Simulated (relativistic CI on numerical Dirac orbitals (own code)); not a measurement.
**Co²⁵⁺: one ion under different settings**

Aim: see what numerical and physical settings do to the SCF, the total energy and the lowest levels of Co²⁵⁺.

Method: Dirac-Coulomb-Breit CI, KLI orbitals optimised for each configuration, model QED (radiative potential, 1s self-energy scaled to tabulated hydrogen-like ionisation energies), numerical settings as typed. Code: relativistic CI on numerical Dirac orbitals (own code) version 3.

## Step 1: What is computed

- ion: Co²⁵⁺ (Co XXVI)
- nuclear charge: 27
- electrons: 2
- isotope: A = 59

## Step 2: Usual settings

Input settings:

```ini
atom Co  Z=27  charge=25  electrons=2
nucleus A=59  rms_radius_fm=3.7875
hamiltonian dirac-coulomb  breit=on  qed=on  c_scale=1
orbitals kli  potential=per-configuration
slater_scale 1
correlation none
mixing on
grid step=0.0125 r_max=4.4
scf mixing=0.4 start=green max_iterations=150 tolerance=2e-08 node_fill=0.05
configurations
  1s2
  1s 2s
  1s 2p
end
```

Started as:

```
python run_levels.py task.json out
```

task.json lists these runs, among others, and the program works through them in turn.

From the run's result record (rounded, not every field):

```text
{
  "status": "converged",
  "levels [i, E_cm, J2, conf, term, w_term, w_jj]": [
    [0, 0, 0, "1s2", "1S", 1, 1],
    [1, 57845830, 2, "1s 2s", "3S", 1, 1],
    [2, 58091105, 0, "1s 2p", "3P*", 1, 1],
    [3, 58109026, 2, "1s 2p", "3P*", 0.9039, 0.9125],
    [4, 58113666, 0, "1s 2s", "1S", 1, 1],
    [5, 58250064, 4, "1s 2p", "3P*", 1, 1],
    [6, 58404353, 2, "1s 2p", "1P*", 0.9039, 0.9125]
  ],
  "total_energy [Ha]": -718.63009788,
  "n_levels_all": 7,
  "overlap": 1.79249e-15,
  "scf_iterations": [6, 7, 7],
  "orbital_energies [Ha]": {"1s": -351.156},
  "configurations [conf, odd, states, E_av_Ha, breit_Ha, qed_Ha]": [
    ["1s2", 0, 1, -719.2036206, 0.2559, 0.3178],
    ["1s 2s", 0, 4, -454.954111, 0.01237, 0.1841],
    ["1s 2p", 1, 12, -453.4453321, 0.01599, 0.1633]
  ],
  "scf_steps of the first configuration [iteration, E_Ha, residual, outer_eigenvalue_Ha]": [
    [1, -719.0838341, 0.792, -366.9],
    [2, -719.1608055, 0.475, -360.6],
    [3, -719.2036156, 0.00188, -351.1],
    [4, -719.2036206, 0.0001, -351.2],
    [5, -719.2036206, 6.35e-07, -351.2],
    [6, -719.2036206, 1.36e-08, -351.2]
  ]
}
```

Run time: 0.038 s. Hardware: 1 thread, shared host.

## Step 3: QED terms off

The settings differ from step 2 so:

```diff
@@ -2,3 +2,3 @@
 nucleus A=59  rms_radius_fm=3.7875
-hamiltonian dirac-coulomb  breit=on  qed=on  c_scale=1
+hamiltonian dirac-coulomb  breit=on  qed=off  c_scale=1
 orbitals kli  potential=per-configuration
```

From the record:

```text
{
  "status": "converged",
  "levels [i, E_cm, J2, conf, term, w_term]": [
    [0, 0, 0, "1s2", "1S", 1],
    [1, 57875137, 2, "1s 2s", "3S", 1],
    [2, 58125253, 0, "1s 2p", "3P*", 1],
    [3, 58142953, 0, "1s 2s", "1S", 1],
    [4, 58143139, 2, "1s 2p", "3P*", 0.9041],
    [5, 58283823, 4, "1s 2p", "3P*", 1],
    [6, 58438147, 2, "1s 2p", "1P*", 0.9041]
  ],
  "total_energy [Ha]": -718.94777707,
  "n_levels_all": 7,
  "overlap": 1.79249e-15,
  "scf_iterations": [6, 7, 7],
  "orbital_energies [Ha]": {"1s": -351.156},
  "configurations [conf, odd, states, E_av_Ha, breit_Ha, qed_Ha]": [
    ["1s2", 0, 1, -719.2036206, 0.2559, 0],
    ["1s 2s", 0, 4, -454.954111, 0.01237, 0],
    ["1s 2p", 1, 12, -453.4453321, 0.01599, 0]
  ],
  "scf_steps of the first configuration [iteration, E_Ha, residual, outer_eigenvalue_Ha]": [
    [1, -719.0838341, 0.792, -366.9],
    [2, -719.1608055, 0.475, -360.6],
    [3, -719.2036156, 0.00188, -351.1],
    [4, -719.2036206, 0.0001, -351.2],
    [5, -719.2036206, 6.35e-07, -351.2],
    [6, -719.2036206, 1.36e-08, -351.2]
  ]
}
```

Run time: 0.019 s. Hardware: 1 thread, shared host.

## Step 4: End of the grid 13.2, iteration limit 20, grid step 0.006

Input settings:

```ini
atom Co  Z=27  charge=25  electrons=2
nucleus A=59  rms_radius_fm=3.7875
hamiltonian dirac-coulomb  breit=on  qed=on  c_scale=1
orbitals kli  potential=per-configuration
slater_scale 1
correlation none
mixing on
grid step=0.006 r_max=13.2
scf mixing=0.4 start=green max_iterations=20 tolerance=2e-08 node_fill=0.05
configurations
  1s2
  1s 2s
  1s 2p
end
```

From the record:

```text
{
  "status": "converged",
  "levels [i, E_cm, J2, conf, term, w_term]": [
    [0, 0, 0, "1s2", "1S", 1],
    [1, 57845832, 2, "1s 2s", "3S", 1],
    [2, 58091107, 0, "1s 2p", "3P*", 1],
    [3, 58109028, 2, "1s 2p", "3P*", 0.9039],
    [4, 58113668, 0, "1s 2s", "1S", 1],
    [5, 58250066, 4, "1s 2p", "3P*", 1],
    [6, 58404355, 2, "1s 2p", "1P*", 0.9039]
  ],
  "total_energy [Ha]": -718.6301228,
  "n_levels_all": 7,
  "overlap": 1.39799e-14,
  "scf_iterations": [6, 7, 7],
  "orbital_energies [Ha]": {"1s": -351.156},
  "configurations [conf, odd, states, E_av_Ha, breit_Ha, qed_Ha]": [
    ["1s2", 0, 1, -719.2036453, 0.2559, 0.3178],
    ["1s 2s", 0, 4, -454.9541265, 0.01237, 0.1841],
    ["1s 2p", 1, 12, -453.4453475, 0.01599, 0.1633]
  ],
  "scf_steps of the first configuration [iteration, E_Ha, residual, outer_eigenvalue_Ha]": [
    [1, -719.0838588, 0.792, -366.9],
    [2, -719.1608302, 0.475, -360.6],
    [3, -719.2036403, 0.00188, -351.1],
    [4, -719.2036452, 0.0001, -351.2],
    [5, -719.2036453, 6.35e-07, -351.2],
    [6, -719.2036453, 1.36e-08, -351.2]
  ]
}
```

Run time: 0.083 s. Hardware: 1 thread, shared host.

## Step 5: Nuclear radius 4.9238, iteration limit 20

Input settings:

```ini
atom Co  Z=27  charge=25  electrons=2
nucleus A=59  rms_radius_fm=4.9238
hamiltonian dirac-coulomb  breit=on  qed=on  c_scale=1
orbitals kli  potential=per-configuration
slater_scale 1
correlation none
mixing on
grid step=0.0125 r_max=4.4
scf mixing=0.4 start=green max_iterations=20 tolerance=2e-08 node_fill=0.05
configurations
  1s2
  1s 2s
  1s 2p
end
```

From the record:

```text
{
  "status": "converged",
  "levels [i, E_cm, J2, conf, term, w_term]": [
    [0, 0, 0, "1s2", "1S", 1],
    [1, 57845547, 2, "1s 2s", "3S", 1],
    [2, 58090780, 0, "1s 2p", "3P*", 1],
    [3, 58108700, 2, "1s 2p", "3P*", 0.9039],
    [4, 58113382, 0, "1s 2s", "1S", 1],
    [5, 58249738, 4, "1s 2p", "3P*", 1],
    [6, 58404029, 2, "1s 2p", "1P*", 0.9039]
  ],
  "total_energy [Ha]": -718.62706543,
  "n_levels_all": 7,
  "overlap": 2.74543e-15,
  "scf_iterations": [6, 7, 7],
  "orbital_energies [Ha]": {"1s": -351.154},
  "configurations [conf, odd, states, E_av_Ha, breit_Ha, qed_Ha]": [
    ["1s2", 0, 1, -719.2005667, 0.2559, 0.3178],
    ["1s 2s", 0, 4, -454.9523574, 0.01237, 0.1841],
    ["1s 2p", 1, 12, -453.4437717, 0.01599, 0.1633]
  ],
  "scf_steps of the first configuration [iteration, E_Ha, residual, outer_eigenvalue_Ha]": [
    [1, -719.080781, 0.792, -366.9],
    [2, -719.1577519, 0.475, -360.6],
    [3, -719.2005617, 0.00188, -351.1],
    [4, -719.2005667, 0.0001, -351.2],
    [5, -719.2005667, 6.35e-07, -351.2],
    [6, -719.2005667, 1.36e-08, -351.2]
  ]
}
```

It took 0.036 s on 1 thread, shared host.

The changed nuclear radius is not that of the isotope named.

## Step 6: Grid step 0.04, start potential thomas-fermi, node fill 0

Input settings:

```ini
atom Co  Z=27  charge=25  electrons=2
nucleus A=59  rms_radius_fm=3.7875
hamiltonian dirac-coulomb  breit=on  qed=on  c_scale=1
orbitals kli  potential=per-configuration
slater_scale 1
correlation none
mixing on
grid step=0.04 r_max=4.4
scf mixing=0.4 start=thomas-fermi max_iterations=150 tolerance=2e-08 node_fill=0
configurations
  1s2
  1s 2s
  1s 2p
end
```

From the record:

```text
{
  "status": "converged",
  "levels [i, E_cm, J2, conf, term, w_term]": [
    [0, 0, 0, "1s2", "1S", 1],
    [1, 57845772, 2, "1s 2s", "3S", 1],
    [2, 58091094, 0, "1s 2p", "3P*", 1],
    [3, 58109015, 2, "1s 2p", "3P*", 0.9039],
    [4, 58113709, 0, "1s 2s", "1S", 1],
    [5, 58250047, 4, "1s 2p", "3P*", 1],
    [6, 58404374, 2, "1s 2p", "1P*", 0.9039]
  ],
  "total_energy [Ha]": -718.62999274,
  "n_levels_all": 7,
  "overlap": 2.92665e-11,
  "scf_iterations": [6, 6, 6],
  "orbital_energies [Ha]": {"1s": -351.156},
  "configurations [conf, odd, states, E_av_Ha, breit_Ha, qed_Ha]": [
    ["1s2", 0, 1, -719.2035187, 0.2559, 0.3178],
    ["1s 2s", 0, 4, -454.9541892, 0.01238, 0.1842],
    ["1s 2p", 1, 12, -453.4452571, 0.016, 0.1633]
  ],
  "scf_steps of the first configuration [iteration, E_Ha, residual, outer_eigenvalue_Ha]": [
    [1, -718.7871887, 0.482, -341.8],
    [2, -719.0552303, 0.289, -345.5],
    [3, -719.203515, 0.00331, -351.2],
    [4, -719.2035187, 0.00012, -351.2],
    [5, -719.2035187, 1.44e-06, -351.2],
    [6, -719.2035187, 2.12e-09, -351.2]
  ]
}
```

Run time: 0.019 s. Hardware: 1 thread, shared host.

## Step 7: Potential mixing 2.5

The settings differ from step 6 so:

```diff
@@ -7,4 +7,4 @@
 mixing on
-grid step=0.04 r_max=4.4
-scf mixing=0.4 start=thomas-fermi max_iterations=150 tolerance=2e-08 node_fill=0
+grid step=0.0125 r_max=4.4
+scf mixing=2.5 start=green max_iterations=63 tolerance=2e-08 node_fill=0.05
 configurations
```

From the record:

```text
{
  "status": "converged",
  "levels [i, E_cm, J2, conf, term, w_term]": [
    [0, 0, 0, "1s2", "1S", 1],
    [1, 57845830, 2, "1s 2s", "3S", 1],
    [2, 58091105, 0, "1s 2p", "3P*", 1],
    [3, 58109026, 2, "1s 2p", "3P*", 0.9039],
    [4, 58113666, 0, "1s 2s", "1S", 1],
    [5, 58250064, 4, "1s 2p", "3P*", 1],
    [6, 58404353, 2, "1s 2p", "1P*", 0.9039]
  ],
  "total_energy [Ha]": -718.63009788,
  "n_levels_all": 7,
  "overlap": 1.3284e-15,
  "scf_iterations": [6, 6, 6],
  "orbital_energies [Ha]": {"1s": -351.156},
  "configurations [conf, odd, states, E_av_Ha, breit_Ha, qed_Ha]": [
    ["1s2", 0, 1, -719.2036206, 0.2559, 0.3178],
    ["1s 2s", 0, 4, -454.954111, 0.01237, 0.1841],
    ["1s 2p", 1, 12, -453.4453321, 0.01599, 0.1633]
  ],
  "scf_steps of the first configuration [iteration, E_Ha, residual, outer_eigenvalue_Ha]": [
    [1, -719.0838341, 0.792, -366.9],
    [2, -718.897535, 1.24, -327.4],
    [3, -719.203585, 0.00507, -351.2],
    [4, -719.2036206, 0.000126, -351.2],
    [5, -719.2036206, 5.09e-06, -351.2],
    [6, -719.2036206, 3.09e-09, -351.2]
  ]
}
```

It took 0.034 s on 1 thread, shared host.

The value lies outside the usual range, yet the result is unchanged in this case.

## Step 8: Speed-of-light factor 0.2

Input settings:

```ini
atom Co  Z=27  charge=25  electrons=2
nucleus A=59  rms_radius_fm=3.7875
hamiltonian dirac-coulomb  breit=on  qed=on  c_scale=0.2
orbitals kli  potential=per-configuration
slater_scale 1
correlation none
mixing on
grid step=0.0125 r_max=4.4
scf mixing=0.4 start=green max_iterations=74 tolerance=2e-08 node_fill=0.05
configurations
  1s2
  1s 2s
  1s 2p
end
```

From the record:

```text
{
  "status": "converged",
  "levels [i, E_cm, J2, conf, term, w_term]": [
    [0, 0, 0, "1s2", "1S", 0.9983],
    [1, 82824871, 2, "1s 2s", "3S", 1],
    [2, 83580691, 2, "1s 2p", "3P*", 0.6616],
    [3, 85274756, 0, "1s 2p", "3P*", 1],
    [4, 85337982, 0, "1s 2s", "1S", 0.9983],
    [5, 96056849, 4, "1s 2p", "3P*", 1],
    [6, 96153833, 2, "1s 2p", "1P*", 0.6616]
  ],
  "total_energy [Ha]": -1104.0841193,
  "n_levels_all": 7,
  "overlap": 5.267e-11,
  "scf_iterations": [7, 8, 8],
  "orbital_energies [Ha]": {"1s": -552.055},
  "configurations [conf, odd, states, E_av_Ha, breit_Ha, qed_Ha]": [
    ["1s2", 0, 1, -1142.307325, 12.09, 26.8],
    ["1s 2s", 0, 4, -743.7023963, 0.84, 18.85],
    ["1s 2p", 1, 12, -700.4511846, 0.7202, 15.12]
  ],
  "scf_steps of the first configuration [iteration, E_Ha, residual, outer_eigenvalue_Ha]": [
    [1, -1141.394381, 1.54, -589.6],
    [2, -1141.994272, 0.911, -574.1],
    [3, -1142.306933, 0.0142, -551.8],
    [4, -1142.307324, 0.000524, -552.1],
    [5, -1142.307325, 1.53e-05, -552.1],
    [6, -1142.307325, 2.26e-07, -552.1],
    [7, -1142.307325, 6.33e-09, -552.1]
  ]
}
```

It took 0.034 s on 1 thread, shared host.

This setting is unsound; the numbers are not properties of the ion.

With a scaled speed of light this is not the real ion; the QED potentials keep the true α and change only through the orbitals.

## Step 9: Comparison

| setting | total energy less usual (Ha) | largest shift of a level among the lowest eight of both runs, same label and place (cm⁻¹) | SCF iterations | time | lowest level | kind of change |
| --- | --- | --- | --- | --- | --- | --- |
| usual | 0 | 0 | 20 | 0.038 s | 1s2 1S0 | - |
| QED terms off | -0.318 | 34100 | 20 | 0.019 s | 1s2 1S0 | model term |
| end of the grid 13.2, iteration limit 20, grid step 0.006 | -2.49e-05 | 2.05 | 20 | 0.083 s | 1s2 1S0 | numerical |
| nuclear radius 4.9238, iteration limit 20 | 0.00303 | 325 | 20 | 0.036 s | 1s2 1S0 | unphysical constant |
| grid step 0.04, start potential thomas-fermi, node fill 0 | 0.000105 | 58.1 | 18 | 0.019 s | 1s2 1S0 | numerical |
| potential mixing 2.5 | 0 | 0 | 18 | 0.034 s | 1s2 1S0 | extreme, harmless here |
| speed-of-light factor 0.2 | -385 | 3.78e+07 | 23 | 0.034 s | 1s2 1S0 | unsound |

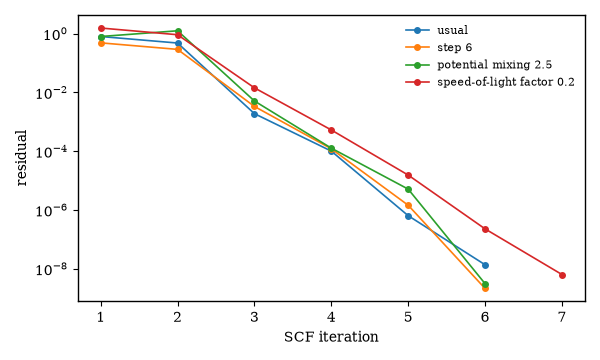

Residual of the first configuration's SCF.

## Step 10: Summary of results

| quantity | value |
| --- | --- |
| lowest level, usual settings | 1s2 1S0 |
| total energy | -718.6301 Ha |
| first excitation | 7171.97 eV |

Among the runs whose levels can be followed, they move most under «speed-of-light factor 0.2» (unsound), by up to 3.78e+07 cm⁻¹. No visible change in the result comes from «potential mixing 2.5». Only the listed configurations are in the model.
